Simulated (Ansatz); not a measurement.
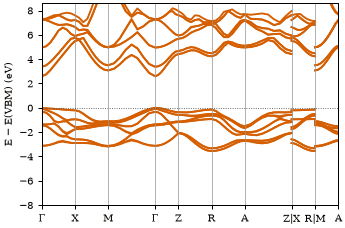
*Band structure from PBEsol with spin–orbit coupling (plane waves, PAW; program Ansatz)*

Q: Read off the gap and where the band edges lie.

A: About 2.6 eV (2.60 eV by a search for the band edges); maximum at Γ, minimum at Γ.

The material is Mg₂SeS in space group P-4m2 (No. 115; Mg on 2g, Se on 1b, S on 1d).

The workflow started from a Materials Project entry (that database holds measured and hypothetical structures alike); the Crystallography Open Database copy checked does not list it. Whether it is the stable phase at ambient conditions was not checked. The cell was relaxed with PBEsol under the symmetry of its start; of distortions, only those at the zone centre were tested.

Potentials: the later of the program's two PAW sets.
